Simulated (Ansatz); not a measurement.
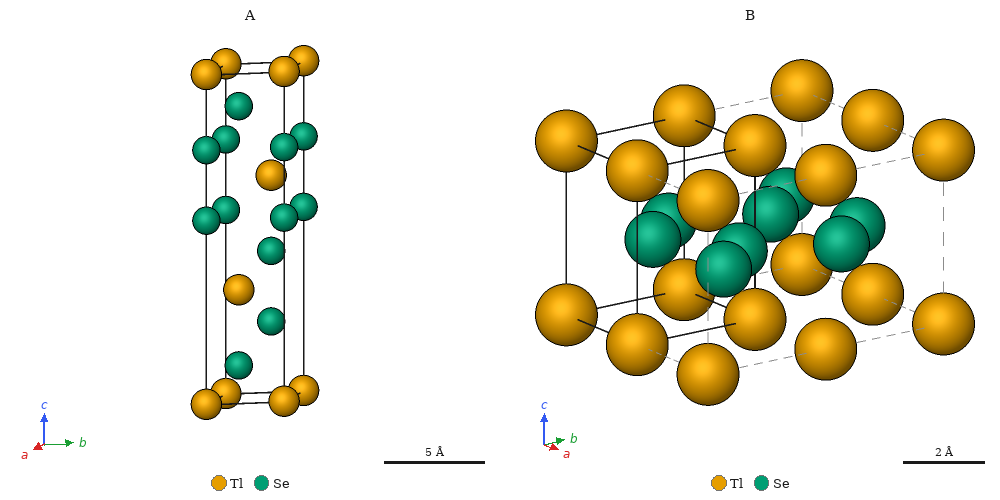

Two structures of TlSe2, each relaxed to rest (conventional cells in solid outline, small ones repeated, not to one scale). Method: DFT PBE, scalar-relativistic, plane waves, PAW (Ansatz 0.2.0), without spin polarisation.

Question: State the structure in each panel.

Answer: A: 9 atoms a cell on a rhombohedral (trigonal R) lattice, R3m. B: AlB₂ type, P6/mmm.

Question: Which is the more stable form at this level of theory?

Answer: B is lower, by 74 meV/atom at this level of theory (energies at zero smearing). Volumes: A 26.3, B 28.7 Å³/atom.

One or both may be structure types tried for this composition rather than known phases.
